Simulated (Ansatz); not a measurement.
# A computed series for TiAl: response to strain

Take TiAl (space group P4/mmm, No. 123; a = 2.813 Å, c = 4.062 Å; relaxed with 0.1 eV smearing) as the base. Axes: x, y, z lie along a, b, c of the conventional cell.

Strains are applied to the cell and any free atomic positions relax; under biaxial strain the out-of-plane vector relaxes too.

Method: r2SCAN (Ansatz, an electronic-structure program; PAW; 500 eV plane waves; scalar-relativistic without spin-orbit coupling), earlier PAW set.

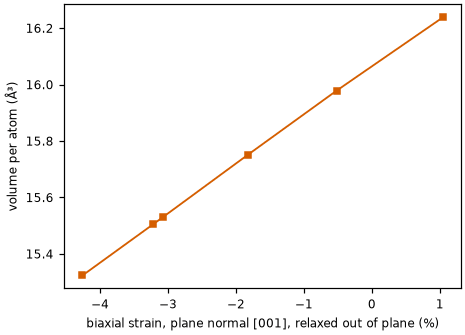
Fig. 1. Volume per atom against biaxial strain, plane normal [001], relaxed out of plane

Q: From the plot, what is the volume per atom for biaxial strain −1.83 %, plane normal [001], relaxed out of plane?

A: About 15.75 Å³.

Q: Is the trend monotonic over the range shown?

A: Yes, it rises throughout, spanning 15.32 Å³ to 16.24 Å³.

Whether these cells are dynamically stable was not tested. All final runs are without spin polarisation.
